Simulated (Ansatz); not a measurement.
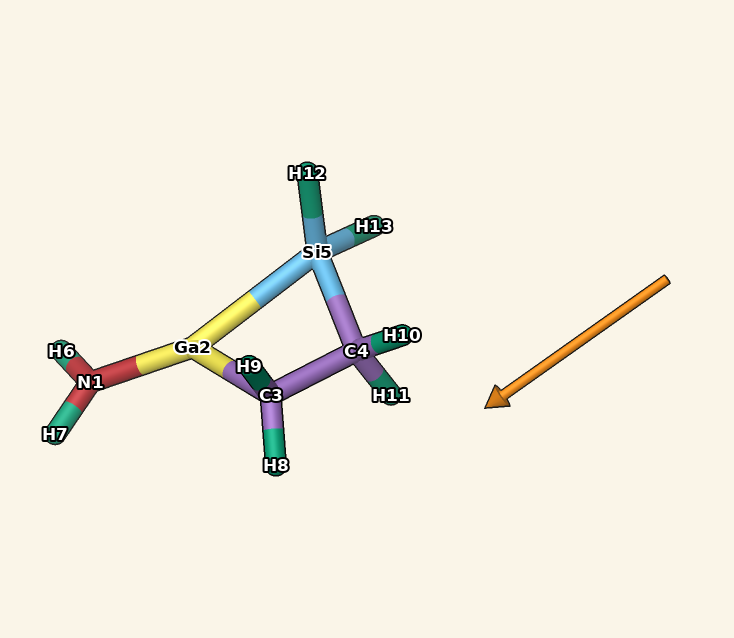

The arrow beside the molecule shows the direction of the dipole moment, from the negative to the positive end (its length means nothing). The computed structure is the end point of a PBE0-D4/def2-TZVP optimisation. No frequency run is at hand to confirm it as a minimum. Method: RKS ωB97M-V/def2-TZVPP (Ansatz 0.2.0).

Question: How large is the dipole moment?

Answer: 1.57 D; it points from the side of H10, H12, H13 to the side of H7 (the outermost atoms at the two ends).
